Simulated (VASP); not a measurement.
Band structure of CuAu (L1_0). Method: revPBE GGA, VASP's PBE PAW potentials (set 64) (plane waves; VASP).

Unless said otherwise, spin-orbit coupling is left out, though it shifts the bands of the heavy elements here.

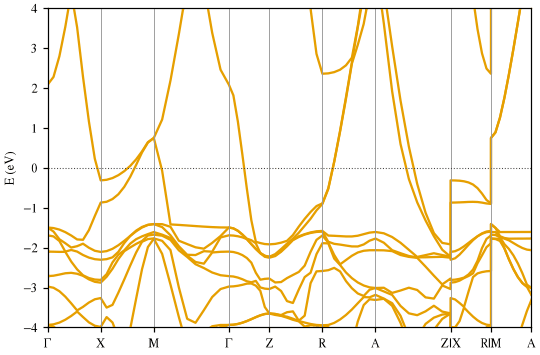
Fig. 1. Bands along high-symmetry lines, zero at the valence-band maximum or, without a gap, the Fermi level

### Question
Read the plot: is there a gap, and where are the band edges?

### Answer
It has no gap at this level: it comes out as a metal or semimetal. (Edges off the drawn lines would not show.)

The compound is CuAu in the L1_0 structure. It was relaxed first, which changed the volume by +7 %.
